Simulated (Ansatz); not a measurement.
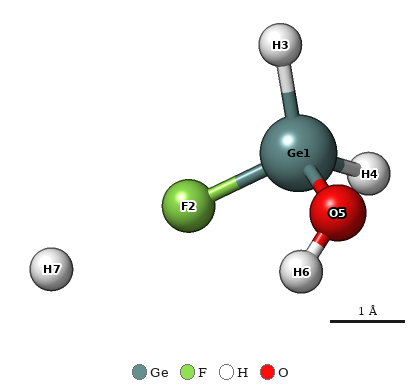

Figure 1. The starting structure (ball-and-stick view, seen at a tilt; atoms are numbered from 1 in the order of the input). Sticks mark near contacts. Bond lengths as drawn: F–Ge 1.72 Å, Ge–H 1.54 Å, Ge–O 1.77 Å and H–O 0.97 Å.

Geometry relaxation, with input and output: GeH₄OF

The run: geometry relaxation of GeH₄OF, multiplicity 2. Method and program: UKS B3LYP-D4/def2-SVP (Ansatz 0.2.0).

It belongs to a series of runs on one base structure; here: end point A relaxed. Figures and captions count atoms from 1; the log counts them from 0 in places.

## Input
```yaml
crystal:
  periodic: [false, false, false]
  atoms:
    - { symbol: Ge, position_ang: [0.011476, 0.021431, -0.106621] }
    - { symbol: F, position_ang: [-0.003191, 0.015615, 1.610351] }
    - { symbol: H, position_ang: [1.473697, -0.042349, -0.572274] }
    - { symbol: H, position_ang: [-0.772349, 1.267155, -0.553869] }
    - { symbol: O, position_ang: [-0.815456, -1.467482, -0.601796] }
    - { symbol: H, position_ang: [-1.292595, -1.888291, 0.127415] }
    - { symbol: H, position_ang: [0.008018, 0.004421, 3.737994] }
magnetization:
  spin_polarized: true
  initial_magnetization: 1
basis:
  gaussian: { orbitals: def2-SVP }
hamiltonian:
  xc: b3lyp
  dispersion: d4
relax:
  f_tol: 0.03
  max_steps: 50
output:
  orbitals: {}
```

Launch command:
```bash
ansatz run input.yaml --threads 2 --pin off --max-ram 3072MiB --backend cpu --events-out ev --progress --plain --runs-dir out
```

## Log
```
The last accepted step is kept in [file] (removed where the run ends without a failure and the disk answers)
Engine: ansatz 0.2.0, aarch64-unknown-linux-gnu
Functional definition: B3LYP
  parameter a0 = 0.2
  parameter ax = 0.72
  parameter ac = 0.81
  exchange = (1 - a0 - ax)*slater_x + ax*b88_x + a0*exact_x
  correlation = (1 - ac)*vwn_rpa_c + ac*lyp_c
840 factors; integrals over basis functions are off by at most 3.5e-4 eV
mean field evaluation 1: about -61330.4784 eV, gradient 4.2e1 eV
mean field evaluation 2: about -61315.6046 eV, gradient 7.6e1 eV
mean field evaluation 4: about -61336.1816 eV, gradient 4.8e0 eV
mean field evaluation 8: about -61336.2641 eV, gradient 4.5e-2 eV
mean field -61336.26408945 eV, -2254.0661300742 hartree, gradient 3.7e-5 eV, S^2 0.750191; 0 other end points of the search recorded, 0 dependent functions left out
the calculation of the forces begins
reference -61336.26435012 eV, -2254.0661396539 hartree; 27, 26 occupied and 53, 54 virtual orbitals, 840 factors
relax step   1: F+E_penalty+E_count = -61336.40628557 eV  Δ(F+E_penalty+E_count) = +0.000e0 eV  max|allowed force component| = 1.105e0 eV/Å  Δτ_max = 0.0000 Å  (26 SCF iters, accepted)
these checks for a lower state are left out or cut short: starts, cluster_reference, orbital_swaps, neighbouring_geometries, increment
840 factors; integrals over basis functions are off by at most 3.5e-4 eV
mean field evaluation 16: about -61336.2776 eV, gradient 1.5e0 eV
mean field -61336.29787324 eV, -2254.0673716057 hartree, gradient 6.7e-5 eV, S^2 0.750148; 0 other end points of the search recorded, 0 dependent functions left out
the calculation of the forces begins
reference -61336.29813571 eV, -2254.0673812513 hartree; 27, 26 occupied and 53, 54 virtual orbitals, 840 factors
relax step   2: F+E_penalty+E_count = -61336.43871740 eV  Δ(F+E_penalty+E_count) = -3.243e-2 eV  max|allowed force component| = 5.149e-1 eV/Å  Δτ_max = 0.0869 Å  (26 SCF iters, accepted)
these checks for a lower state are left out or cut short: starts, cluster_reference, orbital_swaps, neighbouring_geometries, increment
840 factors; integrals over basis functions are off by at most 3.5e-4 eV
mean field -61336.32615002 eV, -2254.0684107581 hartree, gradient 9.9e-6 eV, S^2 0.750081; 0 other end points of the search recorded, 0 dependent functions left out
the calculation of the forces begins
reference -61336.32641570 eV, -2254.0684205216 hartree; 27, 26 occupied and 53, 54 virtual orbitals, 840 factors
relax step   3: F+E_penalty+E_count = -61336.46470452 eV  Δ(F+E_penalty+E_count) = -2.599e-2 eV  max|allowed force component| = 2.809e-1 eV/Å  Δτ_max = 0.1695 Å  (28 SCF iters, accepted)
these checks for a lower state are left out or cut short: starts, cluster_reference, orbital_swaps, neighbouring_geometries, increment
840 factors; integrals over basis functions are off by at most 3.5e-4 eV
mean field evaluation 32: about -61336.3450 eV, gradient 1.8e-3 eV
mean field -61336.34502305 eV, -2254.0691043292 hartree, gradient 1.4e-5 eV, S^2 0.750062; 0 other end points of the search recorded, 0 dependent functions left out
the calculation of the forces begins
reference -61336.34528942 eV, -2254.0691141181 hartree; 27, 26 occupied and 53, 54 virtual orbitals, 840 factors
relax step   4: F+E_penalty+E_count = -61336.48257494 eV  Δ(F+E_penalty+E_count) = -1.787e-2 eV  max|allowed force component| = 1.971e-1 eV/Å  Δτ_max = 0.2000 Å  (29 SCF iters, accepted)
these checks for a lower state are left out or cut short: starts, cluster_reference, orbital_swaps, neighbouring_geometries, increment
840 factors; integrals over basis functions are off by at most 3.5e-4 eV
mean field -61336.34611875 eV, -2254.0691445955 hartree, gradient 6.1e-6 eV, S^2 0.750038; 0 other end points of the search recorded, 0 dependent functions left out
the calculation of the forces begins
reference -61336.34638715 eV, -2254.0691544588 hartree; 27, 26 occupied and 53, 54 virtual orbitals, 840 factors
relax step   5: F+E_penalty+E_count = -61336.48286434 eV  Δ(F+E_penalty+E_count) = -2.894e-4 eV  max|allowed force component| = 5.827e-1 eV/Å  Δτ_max = 0.1129 Å  (30 SCF iters, accepted)
these checks for a lower state are left out or cut short: starts, cluster_reference, orbital_swaps, neighbouring_geometries, increment
840 factors; integrals over basis functions are off by at most 3.4e-4 eV
mean field -61336.35985904 eV, -2254.0696495416 hartree, gradient 9.0e-6 eV, S^2 0.750033; 0 other end points of the search recorded, 0 dependent functions left out
the calculation of the forces begins
reference -61336.36013205 eV, -2254.0696595747 hartree; 27, 26 occupied and 53, 54 virtual orbitals, 840 factors
relax step   6: F+E_penalty+E_count = -61336.49582960 eV  Δ(F+E_penalty+E_count) = -1.297e-2 eV  max|allowed force component| = 1.020e-1 eV/Å  Δτ_max = 0.1246 Å  (29 SCF iters, accepted)
these checks for a lower state are left out or cut short: starts, cluster_reference, orbital_swaps, neighbouring_geometries, increment
840 factors; integrals over basis functions are off by at most 3.5e-4 eV
mean field -61336.36058114 eV, -2254.0696760784 hartree, gradient 6.2e-5 eV, S^2 0.750034; 0 other end points of the search recorded, 0 dependent functions left out
the calculation of the forces begins
reference -61336.36085385 eV, -2254.0696861002 hartree; 27, 26 occupied and 53, 54 virtual orbitals, 840 factors
relax step   7: F+E_penalty+E_count = -61336.49670644 eV  Δ(F+E_penalty+E_count) = -8.768e-4 eV  max|allowed force component| = 2.508e-2 eV/Å  Δτ_max = 0.0258 Å  (26 SCF iters, accepted)
840 factors; integrals over basis functions are off by at most 3.5e-4 eV
mean field evaluation 64: about -61336.3606 eV, gradient 1.1e-2 eV
```

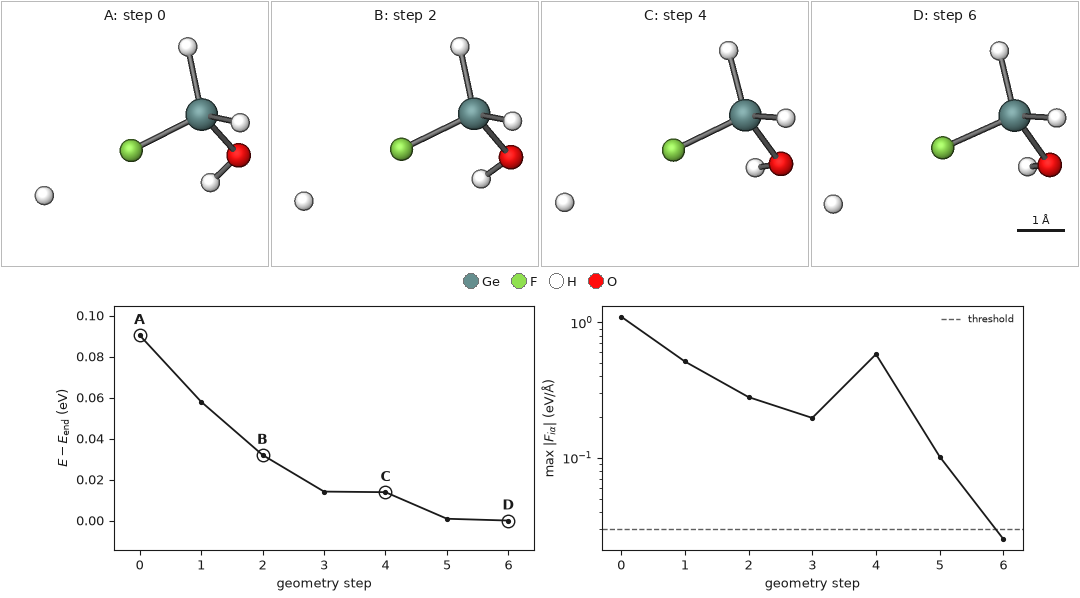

Figure 2. Frames of the relaxation (ball-and-stick view, seen at a tilt) above the curves, on which the letters mark them (the first geometry is step 0 here and step 1 in the log).

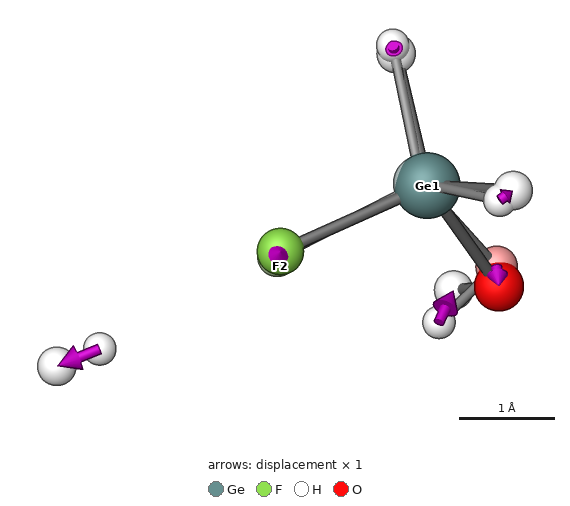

Figure 3. Start (faint) and end (solid) with the displacements as pink arrows, at true length (ball-and-stick view, seen at a tilt). The two geometries are laid on each other by the best rigid fit. The atom that moves furthest after the best rigid fit is H7 (0.49 Å). By element the largest moves are H 0.49 Å, O 0.25 Å, F 0.23 Å, Ge 0.07 Å. Among the contacts that change: Ge1–F2 1.717 → 1.750 Å, Ge1–H3 1.536 → 1.530 Å, Ge1–O5 1.774 → 1.770 Å. Among the angles that change: H3–Ge1–O5 108.9° → 105.8°, F2–Ge1–O5 105.8° → 107.9°. Over 6 geometry steps the energy falls by 0.090 eV. The largest force component goes from 1.1 to 0.025 eV/Å. (Atoms are counted from 1 in the order of the input.)

```
mean field -61336.36058114 eV, -2254.0696760784 hartree, gradient 6.2e-5 eV, S^2 0.750034; 1 other end points of the search recorded, 0 dependent functions left out
the calculation of the forces begins
reference -61336.36085385 eV, -2254.0696861002 hartree; 27, 26 occupied and 53, 54 virtual orbitals, 840 factors
Total energy: -61336.49697915 eV, -2254.0746886128 hartree
Atom 0 at     0.047365    -0.017130    -0.150725 Å, force     0.025075     0.020658    -0.006265 eV/Å
Atom 1 at     0.201872     0.122566     1.586580 Å, force    -0.009666    -0.004566     0.006970 eV/Å
Atom 2 at     1.454767    -0.019561    -0.750123 Å, force     0.001176     0.002837    -0.006792 eV/Å
Atom 3 at    -0.894922     1.127031    -0.566451 Å, force     0.000764    -0.001275     0.000548 eV/Å
Atom 4 at    -0.633985    -1.610185    -0.510739 Å, force    -0.010701    -0.004462     0.005776 eV/Å
Atom 5 at    -1.539028    -1.725669    -0.191421 Å, force    -0.006097    -0.012202     0.002122 eV/Å
Atom 6 at    -0.026469     0.033448     4.224079 Å, force    -0.000551    -0.000990    -0.002360 eV/Å
Dipole moment:    -0.240486     0.143878    -0.298734 e Å
```

## Trajectory as extended XYZ (Å, eV, eV/Å), 7 frames, from step=1 to step=7
```
7
Properties=species:S:1:pos:R:3:forces:R:3 step=1 energy=-61336.40629
Ge    0.0115    0.0214   -0.1066    0.0104   0.0112  -1.1046
F    -0.0032    0.0156    1.6104   -0.0043   0.0038   0.8925
H     1.4737   -0.0423   -0.5723   -0.0133  -0.0042  -0.0104
H    -0.7723    1.2672   -0.5539   -0.0030  -0.0006   0.0048
O    -0.8155   -1.4675   -0.6018    0.0250  -0.0310   0.0244
H    -1.2926   -1.8883    0.1274   -0.0152   0.0238  -0.0295
H     0.0080    0.0044    3.7380    0.0003  -0.0031   0.2229
7
Properties=species:S:1:pos:R:3:forces:R:3 step=2 energy=-61336.43872
Ge    0.0124    0.0198   -0.1244    0.0061  -0.0085  -0.5149
F     0.0003    0.0221    1.6115   -0.0011   0.0075   0.3398
H     1.4729   -0.0410   -0.5941   -0.0118  -0.0022  -0.0024
H    -0.7778    1.2610   -0.5732   -0.0070  -0.0026   0.0174
O    -0.8021   -1.4785   -0.6124    0.0257  -0.0220   0.0530
H    -1.3085   -1.8788    0.1090   -0.0120   0.0305  -0.0427
H     0.0125    0.0060    3.8248    0.0001  -0.0028   0.1497
7
Properties=species:S:1:pos:R:3:forces:R:3 step=3 energy=-61336.46470
Ge    0.0186    0.0139   -0.1602   -0.0131  -0.0121   0.0907
F     0.0092    0.0418    1.5941    0.0095   0.0011  -0.1188
H     1.4774   -0.0336   -0.6319   -0.0160  -0.0029  -0.0213
H    -0.7975    1.2407   -0.6020   -0.0035  -0.0055  -0.0041
O    -0.7610   -1.5105   -0.6228   -0.1553  -0.1152   0.2809
H    -1.3590   -1.8455    0.0699    0.1785   0.1368  -0.2783
H     0.0219    0.0037    3.9940   -0.0001  -0.0022   0.0510
7
Properties=species:S:1:pos:R:3:forces:R:3 step=4 energy=-61336.48258
Ge    0.0266   -0.0085   -0.1317    0.1011   0.1774  -0.1429
F     0.0893    0.0657    1.6159   -0.0263  -0.0587  -0.0259
H     1.4653   -0.0321   -0.6675   -0.0602   0.0161   0.0271
H    -0.8452    1.1892   -0.5622    0.0225  -0.0404   0.0486
O    -0.6860   -1.5540   -0.6087   -0.1627  -0.1856   0.1971
H    -1.4679   -1.8118   -0.0944    0.1269   0.0924  -0.1330
H     0.0275    0.0620    4.0898   -0.0013  -0.0012   0.0291
7
Properties=species:S:1:pos:R:3:forces:R:3 step=5 energy=-61336.48286
Ge    0.0451   -0.0189   -0.1673    0.0359  -0.0522   0.1052
F     0.1101    0.0390    1.5791    0.0877   0.0708   0.0764
H     1.4708   -0.0064   -0.7264   -0.0288  -0.0083  -0.0010
H    -0.8750    1.1503   -0.5500   -0.0227   0.0197  -0.0802
O    -0.6442   -1.6052   -0.5467    0.5111   0.1560  -0.3214
H    -1.4994   -1.7107   -0.1334   -0.5827  -0.1852   0.2179
H     0.0022    0.0626    4.1859   -0.0005  -0.0007   0.0031
7
Properties=species:S:1:pos:R:3:forces:R:3 step=6 energy=-61336.49583
Ge    0.0515   -0.0168   -0.1490   -0.0778  -0.0467   0.0850
F     0.2047    0.1190    1.5924   -0.0038  -0.0029  -0.1020
H     1.4578   -0.0178   -0.7516   -0.0062  -0.0002   0.0069
H    -0.9011    1.1193   -0.5642    0.0261   0.0170   0.0074
O    -0.6352   -1.6091   -0.5103    0.0549   0.0003  -0.0143
H    -1.5478   -1.7292   -0.2154    0.0072   0.0334   0.0206
H    -0.0202    0.0452    4.2392   -0.0004  -0.0009  -0.0036
7
Properties=species:S:1:pos:R:3:forces:R:3 step=7 energy=-61336.49671
Ge    0.0474   -0.0171   -0.1507    0.0251   0.0207  -0.0063
F     0.2019    0.1226    1.5866   -0.0097  -0.0046   0.0070
H     1.4548   -0.0196   -0.7501    0.0012   0.0028  -0.0068
H    -0.8949    1.1270   -0.5665    0.0008  -0.0013   0.0005
O    -0.6340   -1.6102   -0.5107   -0.0107  -0.0045   0.0058
H    -1.5390   -1.7257   -0.1914   -0.0061  -0.0122   0.0021
H    -0.0265    0.0334    4.2241   -0.0006  -0.0010  -0.0024
```

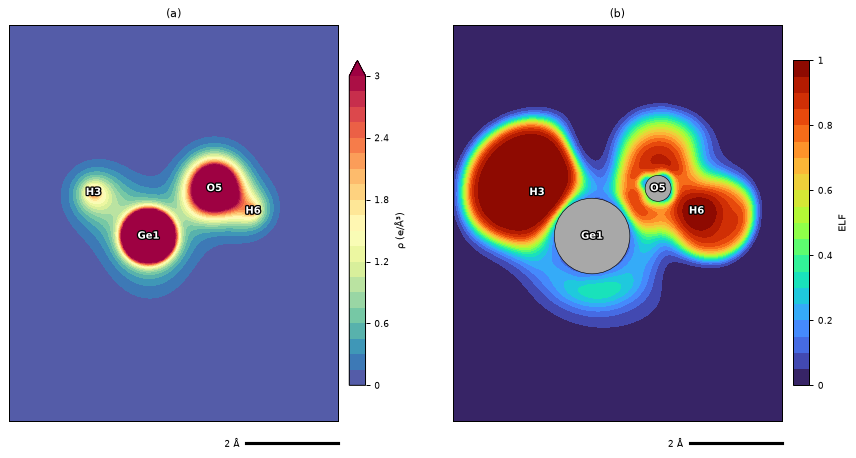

Figure 4. (a) total electron density; (b) ELF on the plane of atoms Ge1, O5 and H6. Grey discs, where drawn, cover atomic cores. The section cuts through Ge, H and O sites. Ge–O (1.77 Å): ρ at the midpoint is about 0.98 e/Å³; the ELF peaks at about 0.85 in the valence shell of O, 0.6 Å from its nucleus, and is about 0.35 at the midpoint. O–H (0.97 Å): ρ at the midpoint is about 3.6 e/Å³, with its minimum of 2.3 e/Å³ about 0.8 Å from O; the ELF climbs to about 1 towards the hydrogen, as it does in any bond to H (a covalent bond by its length).

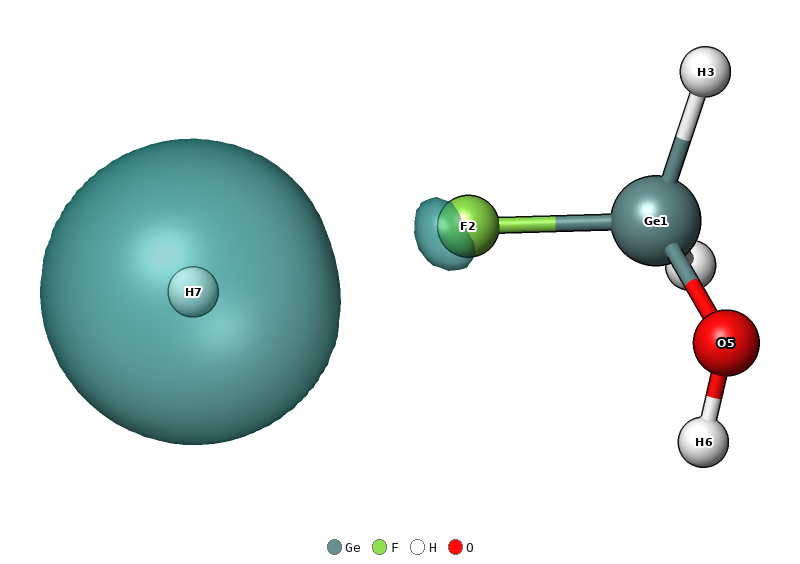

Figure 5. Isosurfaces of the spin density (α minus β) at +0.01 (teal) and −0.01 e/Å³ (pink), seen at a tilt. The unpaired spin (1 electron) lies mostly on H7 (about 1.0), in electrons by Hirshfeld's partition. Only one sign reaches the isovalue.

## Summary

```tsv
quantity	value
outcome	converged
total energy	−61336.4970 eV
mean-field energy	−61336.3609 eV
⟨S²⟩	0.750
largest force (length of the vector) at the end	0.033 eV/Å
hardware	2 threads of Arm Neoverse V1, 24 GiB of memory available, shared host
wall time	18 s (CPU time 34 s)
peak memory	0.21 GiB
```
